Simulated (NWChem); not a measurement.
# One shape, several levels: SiH2OF (SMILES O[SiH]F)

Wanted: a comparison of 4 runs (UB3LYP/def2-TZVP, UM06-2X/def2-TZVP, UPBE0/def2-TZVP, UMP2/def2-TZVP) of SiH2OF. 

The calculation is run with NWChem 7.3.0.

53 further runs of the same task are left out: 7 that didn't finish, 46 set aside as unsound or not needed.

## (1) The system as given

SiH2OF: 5 atoms, total charge 0, spin state doublet. As SMILES, `O[SiH]F`. The Si2–F3 distance was set to 3.527 Å, away from the relaxed value. At this shape a bond of the SMILES string is far longer than usual.

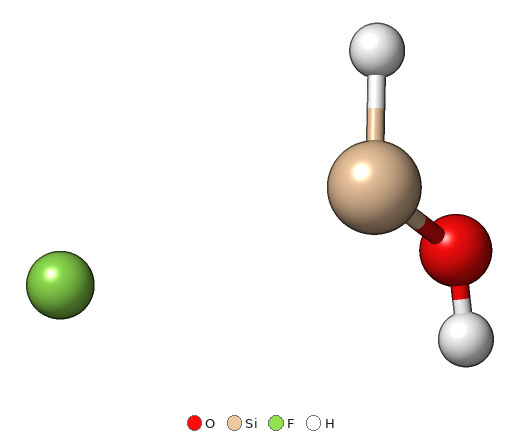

Viewed from a chosen angle; oxygen red, silicon light orange, fluorine green, hydrogen white.

## (2) A single-point energy at UB3LYP/def2-TZVP (run 1)

The input, a.nw:

```
start a
title "FH2OSi B3LYP"
memory stack 880 mb heap 220 mb global 1100 mb
charge 0
geometry units angstroms noautosym nocenter noautoz
  O    -0.522920   -2.565553    0.655136
  Si    0.376180   -1.435253    1.424536
  F     0.207000    1.646500   -0.283100
  H    -1.472220   -2.446053    0.593436
  H     1.781080   -1.923553    1.335836
end
basis spherical bse
  * library def2-TZVP
end
dft
  xc b3lyp
  mult 2
  grid fine
  convergence energy 1e-08
  maxiter 100
  mulliken
  print medium
end
task dft energy
```

Run with:

```
$ nwchem a.nw > a.out
```

Log:

```text
[...]
          Wavefunction type:  spin polarized.
          No. of atoms     :     5
          No. of electrons :    33
[...]
          Charge           :     0
          Spin multiplicity:     2
[...]
          AO basis - number of functions:   111
[...]
              XC Information
              --------------
                         B3LYP Method XC Potential
                     Hartree-Fock (Exact) Exchange  0.200
                        Slater Exchange Functional  0.800 local
                    Becke 1988 Exchange Functional  0.720 non-local
              Lee-Yang-Parr Correlation Functional  0.810
                  VWN I RPA Correlation Functional  0.190 local
[...]
 d= 0,ls=0.0,diis     1   -465.5001184118 -5.46D+02  3.16D-02  4.34D-01     3.7
[...]
 d= 0,ls=0.5,diis    70   -465.7603550913 -8.79D-09  1.58D-07  1.25D-08   232.1
[...]
         Total DFT energy =     -465.760355097217
      One electron energy =     -805.660265132071
           Coulomb energy =      300.019960991643
    Exchange-Corr. energy =      -40.647599308594
 Nuclear repulsion energy =       80.527548351806
[...]
      Total Density - Mulliken Population Analysis
     ---------------------------------------------
    Atom       Charge   Shell Charges
 -----------   ------   -------------------------------------------------------
    1 O    8     8.43   0.79  1.18  0.59  0.92  0.25  1.92  1.91  0.85  0.00  0.02  0.00
    2 Si  14    13.58   2.00  0.57  1.39  1.09  0.65  4.12  1.69  0.53  0.94  0.30  0.12  0.13  0.04
    3 F    9     9.32   0.77  1.20  0.64  0.96  0.43  2.24  1.94  1.15  0.00  0.00  0.00
    4 H    1     0.66   0.25  0.32  0.03  0.05
    5 H    1     1.01   0.25  0.53  0.22  0.01
[...]
      <S2> =      0.7809 (Exact =     0.7500)
[...]
```

Run time: 3.9 min. Hardware: 1 thread of AMD EPYC 7R43 (Zen 3), shared host; peak memory 0.12 GiB.

## (3) The energy at UM06-2X/def2-TZVP (run 2)

The input, run.py:

```python
from ase import Atoms
from ase.calculators.nwchem import NWChem

atoms = Atoms(['O', 'Si', 'F', 'H', 'H'], positions=[
    [-0.522920, -2.565553, 0.655136],
    [0.376180, -1.435253, 1.424536],
    [0.207000, 1.646500, -0.283100],
    [-1.472220, -2.446053, 0.593436],
    [1.781080, -1.923553, 1.335836],
])

calc = NWChem(
    label='sp',
    theory='dft',
    memory='2200 mb',
    basis='def2-TZVP',
    basispar='spherical bse',
    dft={'xc': 'm06-2x', 'mult': '2', 'grid': 'fine', 'convergence': 'energy 1e-08', 'iterations': '100', 'mulliken': None},
    task='energy',
)
atoms.calc = calc

print("Total energy (eV):", round(atoms.get_potential_energy(), 6))
```

Run with:

```
$ export ASE_NWCHEM_COMMAND="nwchem PREFIX.nwi > PREFIX.nwo"
$ python run.py
```

Log:

```text
Total energy (eV): -12670.535496
```

The calculator wrote sp.nwi:

```
title "sp"

permanent_dir sp

scratch_dir sp

start sp

geometry units angstrom nocenter noautosym noautoz
  O  -5.2292000000000005e-01 -2.5655530000000000e+00 6.5513600000000005e-01
  Si 3.7618000000000001e-01 -1.4352529999999999e+00 1.4245360000000000e+00
  F  2.0699999999999999e-01 1.6465000000000001e+00 -2.8310000000000002e-01
  H  -1.4722200000000001e+00 -2.4460530000000000e+00 5.9343599999999996e-01
  H  1.7810800000000000e+00 -1.9235530000000001e+00 1.3358360000000000e+00
end

memory 2200 mb

basis spherical bse noprint
   * library def2-TZVP
end

dft
  xc m06-2x
  mult 2
  grid fine
  convergence energy 1e-08
  iterations 100
  mulliken
end

task dft energy
```

sp.nwo:

```text
Northwest Computational Chemistry Package (NWChem) 7.3.0
             --------------------------------------------------------

           Job information
           ---------------

    nwchem branch   = 7.3.0
    use scalapack   = T
    input           = sp.nwi
    prefix          = sp.
    data base       = sp/sp.db
    status          = startup
    nproc           =        1

           Memory information
           ------------------

    heap     =     72089598 doubles =      550.0 Mbytes
    stack    =     72089595 doubles =      550.0 Mbytes
    global   =    144179200 doubles =     1100.0 Mbytes (distinct from heap & stack)
    total    =    288358393 doubles =     2200.0 Mbytes
    verify   = yes
    hardfail = no

           Directory information
           ---------------------

  0 permanent = sp
  0 scratch   = sp

                                NWChem Input Module
                                -------------------

                                        sp
                                        --

[... 26 lines left out ...]
            Nuclear Dipole moment (a.u.)
[... 56 lines left out ...]
  convergence criterion.
[... 16 lines left out ...]
          Convergence on density requested:  1.00D-05
[... 22 lines left out ...]
          Spatial weights used:  Erf1
[... 3 lines left out ...]
          Convergence aids based upon iterative change in
[... 82 lines left out ...]
         Total DFT energy =     -465.633594886118
[... 1 line left out ...]
           Coulomb energy =      299.921001831636
[... 1 line left out ...]
 Nuclear repulsion energy =       80.527548351806
[... 814 lines left out ...]
                     DFT Final Beta Molecular Orbital Analysis
[... 893 lines left out ...]
   alpha    101    102    103    104    105    106    107    108    109    110
    beta     98    101    102    106    107    108    104    105    109    110
 overlap   0.998  0.721  0.721  0.956  0.702  0.704  0.978  0.978  1.000  1.000

   alpha    111
    beta    111
 overlap   1.000

     --------------------------
     Expectation value of S2:
     --------------------------
      <S2> =      0.7882 (Exact =     0.7500)

 center of mass
 --------------
 x =   0.18622928 y =  -1.57935993 z =   1.36377424

 moments of inertia (a.u.)
 ------------------
         757.957995615911         -65.555359592406         -18.908548600064
         -65.555359592406         169.146925325357         206.395785887806
         -18.908548600064         206.395785887806         688.066538796949

     Multipole analysis of the density
     ---------------------------------

     L   x y z        total         alpha         beta         nuclear
     -   - - -        -----         -----         ----         -------
     0   0 0 0     -0.000000    -17.000000    -16.000000     33.000000

     1   1 0 0     -0.381239     -3.469604     -3.062731      6.151096
[... 8 lines of this table left out ...]
     2   0 0 2    -16.375459    -72.369565    -67.928251    123.922358

 Task  times  cpu:      102.7s     wall:      102.7s
 Total times  cpu:      102.8s     wall:      102.8s
```

Run time: 1.8 min. Hardware: 1 thread of AMD EPYC 7R43 (Zen 3), shared host; peak memory 0.12 GiB.

Run 3 isn't shown in full; the table further down has it.

## (4) A single-point energy at UMP2/def2-TZVP (run 4)

The input, nw.xyz:

```xyz
5
FH2OSi mp2
O     -0.522920    -2.565553     0.655136
Si     0.376180    -1.435253     1.424536
F      0.207000     1.646500    -0.283100
H     -1.472220    -2.446053     0.593436
H      1.781080    -1.923553     1.335836
```

The input, run.py:

```python
from ase.io import read
from ase.calculators.nwchem import NWChem

molecule = read('nw.xyz')

calc = NWChem(
    label='nw',
    theory='mp2',
    memory='2200 mb',
    basis='def2-TZVP',
    basispar='spherical bse',
    scf={'nopen': '1', 'uhf': None, 'thresh': '1e-08', 'maxiter': '80', 'print': 'low'},
    mp2={'freeze': 'core 7', 'tight': None},
    task='energy',
)
molecule.calc = calc

e = molecule.get_potential_energy()
print(f"E = {e:.6f} eV")
```

Run with:

```
$ export ASE_NWCHEM_COMMAND="nwchem PREFIX.nwi > PREFIX.nwo"
$ python run.py
```

Log:

```text
E = -12651.450734 eV
```

The calculator wrote nw.nwi:

```
title "nw"

permanent_dir nw

scratch_dir nw

start nw

geometry units angstrom nocenter noautosym noautoz
  O  -5.2292000000000005e-01 -2.5655530000000000e+00 6.5513600000000005e-01
  Si 3.7618000000000001e-01 -1.4352529999999999e+00 1.4245360000000000e+00
  F  2.0699999999999999e-01 1.6465000000000001e+00 -2.8310000000000002e-01
  H  -1.4722200000000001e+00 -2.4460530000000000e+00 5.9343599999999996e-01
  H  1.7810800000000000e+00 -1.9235530000000001e+00 1.3358360000000000e+00
end

memory 2200 mb

basis spherical bse noprint
   * library def2-TZVP
end

scf
  nopen 1
  uhf
  thresh 1e-08
  maxiter 80
  print low
end
mp2
  freeze core 7
  tight
end

task mp2 energy
```

nw.nwo:

```text
Northwest Computational Chemistry Package (NWChem) 7.3.0
             --------------------------------------------------------

           Job information
           ---------------

    nwchem branch   = 7.3.0
    use scalapack   = T
    input           = nw.nwi
    prefix          = nw.
    data base       = nw/nw.db
    status          = startup
    nproc           =        1

           Memory information
           ------------------

    heap     =     72089598 doubles =      550.0 Mbytes
    stack    =     72089595 doubles =      550.0 Mbytes
    global   =    144179200 doubles =     1100.0 Mbytes (distinct from heap & stack)
    total    =    288358393 doubles =     2200.0 Mbytes
    verify   = yes
    hardfail = no

           Directory information
           ---------------------

  0 permanent = nw
  0 scratch   = nw

                                NWChem Input Module
                                -------------------

                                        nw
                                        --

[... 26 lines left out ...]
            Nuclear Dipole moment (a.u.)
[... 59 lines left out ...]
  ga_iter_lsolve: convergence stagnant ... aborting solve
[... 1 line left out ...]
       Final UHF  results
[... 2 lines left out ...]
         Total SCF energy =   -464.404584135010
      One electron energy =   -805.472684609086
      Two electron energy =    260.540552122271
 Nuclear repulsion energy =     80.527548351806
[... 48 lines left out ...]
 Semi-direct pass number   1 of   1  for UHF beta        at      317.5s
 Done moints_semi at      322.6s
 Done maket at      322.9s
 Done multipass loop at      322.9s

          -------------------------------------------
          SCF energy                -464.404584135010
          Correlation energy          -0.527658674602
          Singlet pairs                0.000000000000
          Triplet pairs                0.000000000000
          Total MP2 energy          -464.932242809612
          -------------------------------------------

          ---------------------------------------------------
                    Spin Component Scaled (SCS) MP2
          Same spin pairs                     -0.125006428283
          Same spin scaling factor             0.333333333333
          Opposite spin pairs                 -0.402652246319
          Opposite spin scaling fact.          1.200000000000
          SCS-MP2 correlation energy          -0.524851505011
          Total SCS-MP2 energy              -464.929435640020
          ---------------------------------------------------

 -----------------------
 Task  times  cpu:      322.8s     wall:      322.8s
 Total times  cpu:      322.9s     wall:      322.9s
```

Run time: 5.4 min. Hardware: 1 thread of AMD EPYC 7R43 (Zen 3), shared host; peak memory 0.31 GiB.

## (5) The series

| run | level | integration grid | iteration cap | energy (Eh) | dipole moment (D) | ⟨S²⟩ | wall time |
| --- | --- | --- | --- | --- | --- | --- | --- |
| 1 | UB3LYP/def2-TZVP | fine | 100 | -465.760355 | 5.25 | 0.781 | 3.9 min |
| 2 | UM06-2X/def2-TZVP | fine | 100 | -465.633595 | 2.93 | 0.788 | 1.8 min |
| 3 | UPBE0/def2-TZVP | fine | 100 | -465.429105 | 4.70 | 0.806 | 3.9 min |
| 4 | UMP2/def2-TZVP | – | 80 | -464.932243 | – | 1.081 | 5.4 min |

## (6) Results

```
                                          quantity          value
                               run 4: total energy  -464.93224 Eh
run 4: correlation energy (7 core orbitals frozen)     -527.7 mEh
          run 4: ⟨S²⟩ of the reference determinant          1.081
```

Over runs 1, 2, 3 the dipole moment (its size) runs from 2.93 D (UM06-2X/def2-TZVP) to 5.25 D (UB3LYP/def2-TZVP). Totals of different functionals can't be ranked against each other. Spin contamination of the reference: run 4 ⟨S²⟩ = 1.08. All runs together took 15 min, the longest 5.4 min.
